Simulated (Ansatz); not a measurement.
**GaAs: response to strain**

Start from GaAs in the zinc blende structure (space group F-43m, No. 216; a = 5.603 Å).

Strains are applied to the cell and any free atomic positions relax.

Method: LDA (Ansatz, a program for electronic structure, PAW, no spin-orbit coupling).

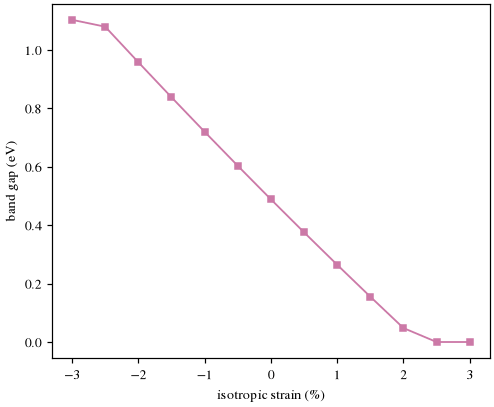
Figure: Band gap against isotropic strain

```
isotropic strain (%)  band gap
--------------------  --------
-3                     1.10 eV
-2.5                   1.08 eV
-2                     0.96 eV
-1.5                   0.84 eV
-1                     0.72 eV
-0.5                   0.60 eV
0.5                    0.38 eV
1                      0.26 eV
1.5                    0.16 eV
2                         zero
2.5                       zero
3                         zero
```

The mesh was chosen for an insulator and is coarse for the gapless case. No phonon test of stability was made. The final runs are not spin-polarised. Gaps under 0.05 eV, about the width of the smearing, are given as zero. The zero or small gap of GaAs under isotropic strain +1.00 %, GaAs under isotropic strain +1.50 %, GaAs under isotropic strain +2.00 % and GaAs under isotropic strain +2.50 % can change with the level of theory.
